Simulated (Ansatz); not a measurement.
**KMgF3 (Pm-3m): refractive index against wavelength**

The refractive index of KMgF3 (Pm-3m) below the direct gap (8.58 eV on the mesh) is read from one computed spectrum, n = √(Re ε).

Cell: a, b, c = 3.986, 3.986, 3.986 Å (primitive vectors), 5 atoms.

Method: Ansatz 0.2.0, r2SCAN, independent particles, k-mesh 6×6×6 with interpolation inside its cells, Gaussian parameter 0.1 eV.

Launch of the response step: `ansatz run input.yaml --threads 4 --pin off --max-ram 8192MiB --backend cpu --events-out ev --progress --plain --runs-dir out`. The run took 24 s, on 4 threads of Intel(R) Xeon(R) Processor @ 2.50GHz (Skylake/Cascade Lake) (shared host).

| wavelength (nm) | photon energy E (eV) | n |
| --- | --- | --- |
| 532 | 2.331 | 1.4436 |
| 450 | 2.755 | 1.4468 |
| 405 | 3.061 | 1.4495 |
| 365 | 3.397 | 1.4528 |
| 308 | 4.025 | 1.4602 |
| 266 | 4.661 | 1.4696 |
| 248 | 4.999 | ? |

In the single-oscillator model n² − 1 = E₀E_d/(E₀² − E²), so 1/(n² − 1) = E₀/E_d − E²/(E₀E_d) is linear in E².

Working, on the rows shown:

| x = E² (eV²) | y = 1/(n² − 1) |
| --- | --- |
| 5.43137 | 0.922525 |
| 7.59115 | 0.91472 |
| 9.37179 | 0.908224 |
| 11.5384 | 0.900392 |
| 16.2043 | 0.883249 |
| 21.7255 | 0.862274 |

Means: x̄ = 11.977, ȳ = 0.89856. Σ(x − x̄)(y − ȳ) = -0.6722, Σ(x − x̄)² = 182. Slope = -0.6722 / 182 = -0.003694; intercept = ȳ − slope · x̄ = 0.94281. Turned back into n, the line misses the rows shown by at most 0.00013.

Q: Fill in the last column of the withheld row.

A: At x = 24.994 the line gives y = 0.85048, that is 1.4751. The run gave 1.4755, so the extrapolation is off by 0.00044, 1.4 % of the range in the table.

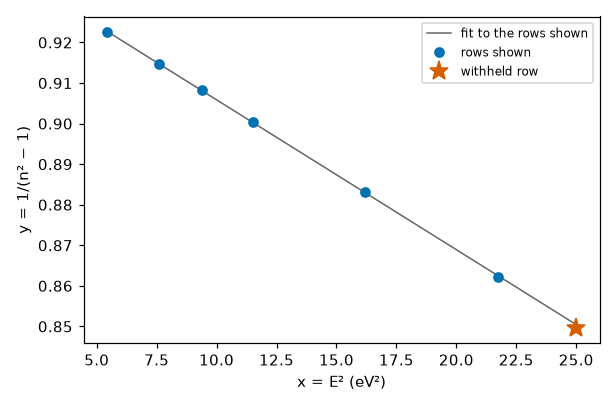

Refitted with all rows, the slope is -0.003726 and the intercept 0.94312. These give E₀ = √(intercept/−slope) = 15.91 eV and E_d = E₀/intercept = 16.9 eV; E₀ is 1.9 times the direct gap. The electronic limit at long wavelengths, without lattice vibrations, is n = √(1 + 1/intercept) = 1.435. Excitons are left out and so are local fields; r2SCAN gaps are as a rule too small.
